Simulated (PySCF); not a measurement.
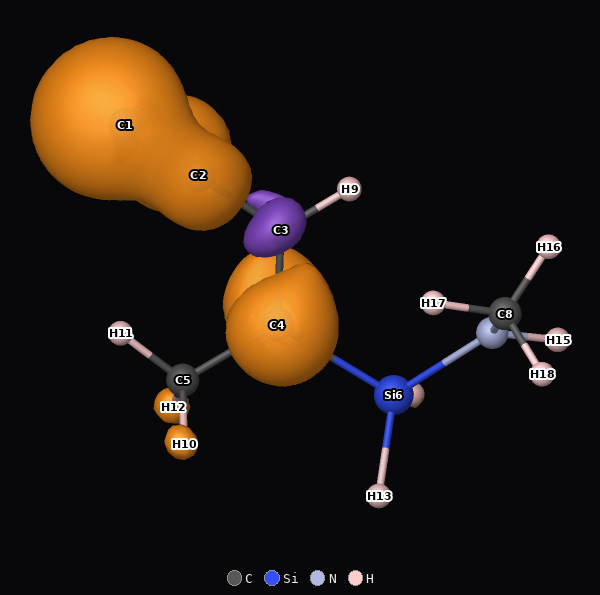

*C₆H₁₀NSi (SMILES [C]#C/C=C(\C)[SiH2]NC) (doublet). Isosurfaces of the spin density (α minus β) at +0.02 (orange) and −0.02 e/Å³ (purple), seen at a tilt.*

Geometry: GFN2-xTB.

Computed with PySCF, UKS B3LYP, pcH-1 on C H N Si, non-relativistic, mean-field spin-orbit, GIAO.

| atom | x (Å) | y (Å) | z (Å) |
| --- | --- | --- | --- |
| C | 3.5768 | 0.6219 | 1.7044 |
| C | 2.4438 | 0.3931 | 1.3487 |
| C | 1.2649 | -0.1724 | 0.8027 |
| C | 0.8567 | 0.0175 | -0.4569 |
| C | 1.6932 | 0.7294 | -1.4687 |
| Si | -0.8245 | -0.6298 | -1.0483 |
| N | -1.8084 | -0.9166 | 0.3306 |
| C | -2.1921 | 0.1001 | 1.2842 |
| H | 0.6806 | -0.7541 | 1.5038 |
| H | 1.1607 | 1.5950 | -1.8619 |
| H | 2.6374 | 1.0533 | -1.0345 |
| H | 1.9009 | 0.0673 | -2.3091 |
| H | -1.3368 | 0.3702 | -2.0022 |
| H | -0.6924 | -1.9439 | -1.6796 |
| H | -2.5149 | -1.6322 | 0.2539 |
| H | -2.3672 | -0.3511 | 2.2635 |
| H | -1.3866 | 0.8256 | 1.3739 |
| H | -3.1008 | 0.6331 | 0.9838 |

Where is the unpaired spin?

The unpaired spin (1 electron) lies mostly on C1 (about 0.5), C2 (about 0.2) and C4 (about 0.2), in electrons by Hirshfeld's partition.
